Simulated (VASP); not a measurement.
Band structure of Gd (hcp). All values below come from vdW-DF-cx, VASP's PBE PAW potentials (set 64) (plane waves; VASP 6.6.1).

The 4f electrons are frozen in the core of the lanthanide potential, so 4f levels, which can set the real gap, and their magnetism are missing.

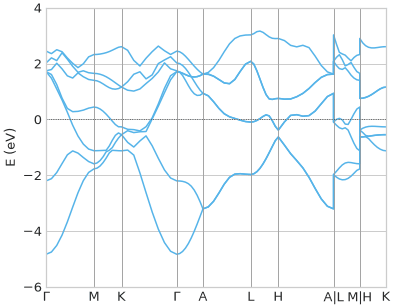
Figure: Bands along high-symmetry lines, zero at the valence-band maximum or, without a gap, the Fermi level

Read the plot: is there a gap, and where are the band edges?

It has no gap at this level: it comes out as a metal or semimetal. (Edges off the drawn lines would not show.)

The compound is Gd in the hcp structure. It was relaxed first, which changed the volume by -6 %.
